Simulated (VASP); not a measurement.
Band structure of Be₃ZnO₄ (space group I-42m). These are PBEsol GGA, VASP's PBE PAW potentials (set 64) (plane waves; VASP) values and carry that method's errors.

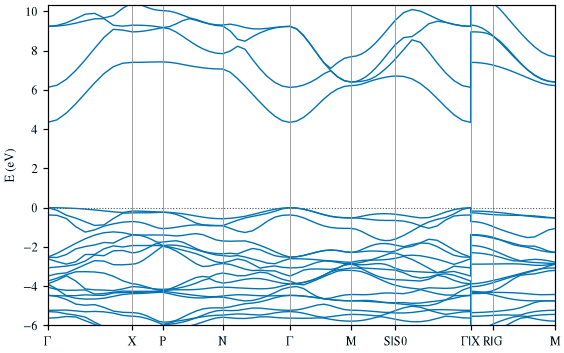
Figure: Bands along high-symmetry lines, zero at the valence-band maximum or, without a gap, the Fermi level

Task: Read the plot: is there a gap, and where are the band edges?

Result: The gap is direct, 4.34 eV, from the valence maximum at Γ to the conduction minimum at Γ. (Edges off the drawn lines would not show.)

The structure comes from a computed database's Be3ZnO4 entry (I-42m); how it stands against other phases isn't given here. It was relaxed first.
